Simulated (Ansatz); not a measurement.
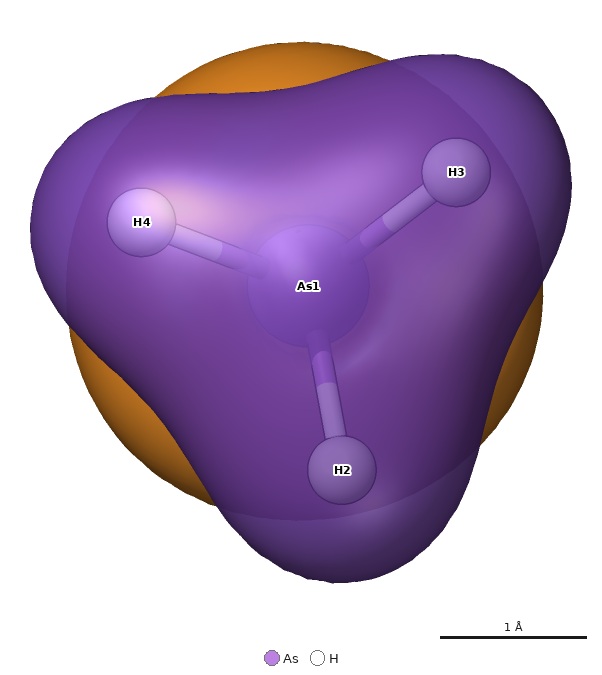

Figure. AsH₃ (SMILES [AsH3]). The HOMO at ±0.08 Å⁻³ᐟ² (orange and purple are the two phases), seen across its widest extent.

Geometry: PBE0-D4/def2-TZVP.

Computed with Ansatz 0.2.0, RKS PBE0-D4/def2-TZVPP.

```yaml
atoms:
  - { symbol: As, position_ang: [-0.2158, 0.4876, -0.3460] }
  - { symbol: H, position_ang: [0.3499, 0.6303, 1.0594] }
  - { symbol: H, position_ang: [-1.0680, -0.7055, 0.0611] }
  - { symbol: H, position_ang: [0.9339, -0.4125, -0.7745] }
```

Describe this orbital and give its energy.

Answer. It lies mainly on As1 (about 80 %), H2 (about 5 %), H3 (about 5 %) and H4 (about 5 %); largely a lone pair of As1. Its energy is −7.81 eV.
